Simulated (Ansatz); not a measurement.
A computed series for WSi2: response to strain

The reference is WSi$_{2}$ (space group I4/mmm, No. 139; relaxed with 0.1 eV smearing).

Space group I4/mmm (No. 139); a = b = 3.212 Å, c = 7.807 Å, α = β = γ = 90.00°

| atom | site | symmetry | x | y | z |
|---|---|---|---|---|---|
| W | 2a | 4/mmm | 0.0000 | 0.0000 | 0.0000 |
| Si | 4e | 4mm | 0.0000 | 0.0000 | 0.3348 |
(The calculation used a cell of 3 atoms; values per cell refer to that cell.)

Strains are applied to the cell and any free atomic positions relax.

Level of theory: r2SCAN/PAW in Ansatz (a first-principles code), no spin-orbit coupling, earlier PAW set.

Notes on the quantities. pressure: mean of the normal stresses, compression positive.

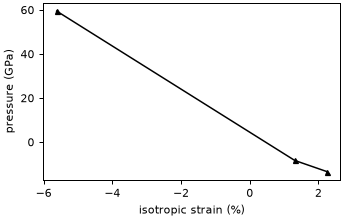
Pressure against isotropic strain

Q: From the plot, what is the pressure for isotropic strain −5.62 %?

A: About 59 GPa.

Q: Is the trend monotonic over the range shown?

A: Yes, it falls throughout, spanning -13.4 GPa to 59.4 GPa.

No phonon test of stability was made. The final runs are not spin-polarised.
